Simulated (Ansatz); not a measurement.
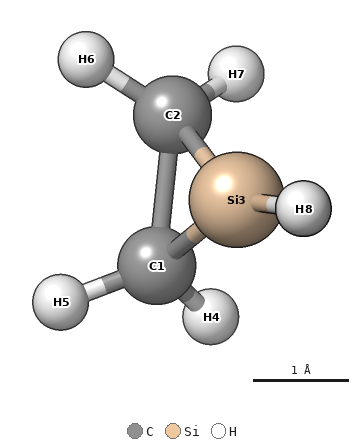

**Figure 1.** The input geometry of run A (ball-and-stick view, seen at a tilt; atoms are numbered from 1 in the order of the input).

# What a change does: single-point calculation on C₂H₅Si

System: C₂H₅Si, charge +1.
Method of run A: RKS wB97M-V/def2-TZVPP (Ansatz 0.2.0).

The geometry comes from this level: PBE0-D4/def2-TZVP. Text and figures count atoms from 1; the logs count them from 0 in places.

Input file, run A:
```yaml
crystal:
  periodic: [false, false, false]
  atoms:
    - {symbol: C, position_ang: [-0.718723, 0.304496, -0.435097]}
    - {symbol: C, position_ang: [0.797276, 0.400955, 0.046900]}
    - {symbol: Si, position_ang: [-0.116155, -1.043388, 0.574166]}
    - {symbol: H, position_ang: [-0.883758, 0.150528, -1.500450]}
    - {symbol: H, position_ang: [-1.412929, 1.028720, -0.011467]}
    - {symbol: H, position_ang: [1.032312, 1.184332, 0.765927]}
    - {symbol: H, position_ang: [1.561684, 0.306164, -0.722940]}
    - {symbol: H, position_ang: [-0.259716, -2.331818, 1.282970]}
basis:
  gaussian: {orbitals: def2-TZVPP}
total_charge: 1
hamiltonian: {xc: {name: wB97M-V}}
```

Launched with:
```bash
ansatz run in.yaml --threads 2 --pin off --events-out ev --progress --plain --max-ram 4352MiB
```

Hardware: 2 threads of Arm Neoverse V1, 95 GiB of memory available, shared host.

Output (run A):
```
Functional definition: wB97M-V
  parameter omega = 0.3/bohr
  parameter cx = 0.15
  parameter cx01 = 1.007
  parameter cx10 = 0.259
  parameter css00 = 0.443
  parameter css04 = -1.437
  parameter css10 = -4.535
  parameter css20 = -3.390
  parameter css43 = 4.278
  parameter cos00 = 1.000
  parameter cos10 = 1.358
  parameter cos20 = 2.924
  parameter cos21 = -8.812
  parameter cos60 = -1.390
  parameter cos61 = 9.142
  parameter b = 6.0
  parameter c = 0.01
  gx(w, u) = 1 - cx + cx01*u + cx10*w
  gss(w, u) = css00 + css04*u^4 + css10*w + css20*w^2 + css43*w^4*u^3
  gos(w, u) = cos00 + cos10*w + (cos20 + cos21*u)*w^2 + (cos60 + cos61*u)*w^6
  exchange = spin_sum(e_x_unif_sr(omega)*gx(b97_w, b97_u_x)) + cx*exact_x_sr(omega) + exact_x_lr(omega)
  correlation = spin_sum(e_c_pw_mod_same_spin*gss(b97_w, b97_u_same))
      + integral(e_c_pw_mod_opposite_spin*gos(b97_w_opposite, b97_u_opposite)) + vv10(b, c)
946 factors; their error is unknown
235 factors; integrals over basis functions are off by at most 1.2e-5 eV
mean field evaluation 1: about -10009.4190 eV, gradient 7.3e1 eV
mean field evaluation 2: about -10007.2181 eV, gradient 7.6e1 eV
mean field evaluation 4: about -10022.1171 eV, gradient 1.2e0 eV
mean field evaluation 8: about -10022.1247 eV, gradient 5.1e-2 eV
mean field -10022.12472976 eV, -368.3062905786 hartree, gradient 7.9e-5 eV, S^2 0.000000; 0 other end points of the search recorded, 0 dependent functions left out
reference -10022.12477373 eV, -368.3062921945 hartree; 15, 15 occupied and 159, 159 virtual orbitals, 946 factors
Total energy: -10022.12477373 eV, -368.3062921945 hartree
```

The input of run B differs as follows (lines with − go, lines with + come):
```diff
-    - {symbol: C, position_ang: [-0.718723, 0.304496, -0.435097]}
-    - {symbol: C, position_ang: [0.797276, 0.400955, 0.046900]}
-    - {symbol: Si, position_ang: [-0.116155, -1.043388, 0.574166]}
-    - {symbol: H, position_ang: [-0.883758, 0.150528, -1.500450]}
-    - {symbol: H, position_ang: [-1.412929, 1.028720, -0.011467]}
-    - {symbol: H, position_ang: [1.032312, 1.184332, 0.765927]}
-    - {symbol: H, position_ang: [1.561684, 0.306164, -0.722940]}
-    - {symbol: H, position_ang: [-0.259716, -2.331818, 1.282970]}
+    - {symbol: C, position_ang: [0.203607, -0.560034, -0.045952]}
+    - {symbol: C, position_ang: [1.131912, 0.191895, 0.581762]}
+    - {symbol: Si, position_ang: [-1.254722, 0.260786, -0.656259]}
+    - {symbol: H, position_ang: [-2.333716, -0.455733, -1.356222]}
+    - {symbol: H, position_ang: [-1.377104, 1.713885, -0.447813]}
+    - {symbol: H, position_ang: [1.017766, 1.263644, 0.723096]}
+    - {symbol: H, position_ang: [2.043702, -0.247705, 0.977146]}
+    - {symbol: H, position_ang: [0.347935, -1.629318, -0.171088]}
```

Predict how the results change.

With the same method and basis, run B lies 22.0 kcal/mol lower.

Output (run B):
```
Functional definition: wB97M-V
  parameter omega = 0.3/bohr
  parameter cx = 0.15
  parameter cx01 = 1.007
  parameter cx10 = 0.259
  parameter css00 = 0.443
  parameter css04 = -1.437
  parameter css10 = -4.535
  parameter css20 = -3.390
  parameter css43 = 4.278
  parameter cos00 = 1.000
  parameter cos10 = 1.358
  parameter cos20 = 2.924
  parameter cos21 = -8.812
  parameter cos60 = -1.390
  parameter cos61 = 9.142
  parameter b = 6.0
  parameter c = 0.01
  gx(w, u) = 1 - cx + cx01*u + cx10*w
  gss(w, u) = css00 + css04*u^4 + css10*w + css20*w^2 + css43*w^4*u^3
  gos(w, u) = cos00 + cos10*w + (cos20 + cos21*u)*w^2 + (cos60 + cos61*u)*w^6
  exchange = spin_sum(e_x_unif_sr(omega)*gx(b97_w, b97_u_x)) + cx*exact_x_sr(omega) + exact_x_lr(omega)
  correlation = spin_sum(e_c_pw_mod_same_spin*gss(b97_w, b97_u_same))
      + integral(e_c_pw_mod_opposite_spin*gos(b97_w_opposite, b97_u_opposite)) + vv10(b, c)
946 factors; their error is unknown
235 factors; integrals over basis functions are off by at most 1.2e-5 eV
mean field evaluation 1: about -10015.6052 eV, gradient 5.6e1 eV
mean field evaluation 2: about -10016.7380 eV, gradient 4.9e1 eV
mean field evaluation 4: about -10023.0685 eV, gradient 1.4e0 eV
mean field evaluation 8: about -10023.0822 eV, gradient 4.2e-2 eV
mean field evaluation 16: about -10023.0773 eV, gradient 4.4e-5 eV
mean field -10023.07727410 eV, -368.3412959375 hartree, gradient 4.5e-5 eV, S^2 0.000000; 0 other end points of the search recorded, 0 dependent functions left out
reference -10023.07732050 eV, -368.3412976424 hartree; 15, 15 occupied and 159, 159 virtual orbitals, 946 factors
Total energy: -10023.07732050 eV, -368.3412976424 hartree
```

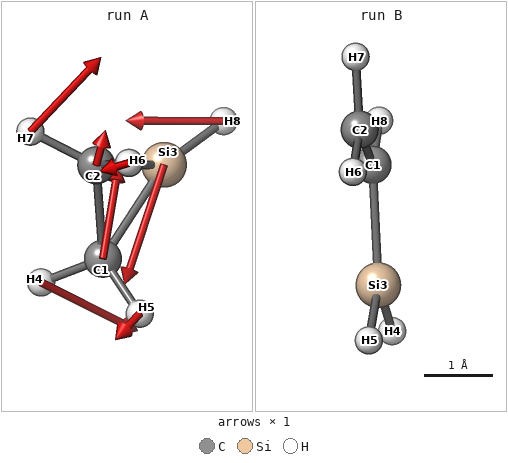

**Figure 2.** The two input geometries at one scale (ball-and-stick view, seen at a tilt). The red arrows on the first give the shifts of the atoms after the best rigid fit, at true length. The largest move after the best rigid fit is that of H4, 2.03 Å. Largest moves by element: H 2.03 Å, Si 1.88 Å, C 1.43 Å. Among the contacts that change: C1–H8 3.180 → 1.086 Å, C1–H4 1.089 → 2.858 Å, C1–H5 1.089 → 2.798 Å, Si3–H8 1.478 → 2.525 Å.

The two runs side by side:

| quantity | run A | run B |
| --- | --- | --- |
| outcome | converged | converged |
| total energy (hartree) | −368.306292 | −368.341298 |
| basis functions | 174 | 174 |
| wall time (shared host) | 7 s | 7.5 s |
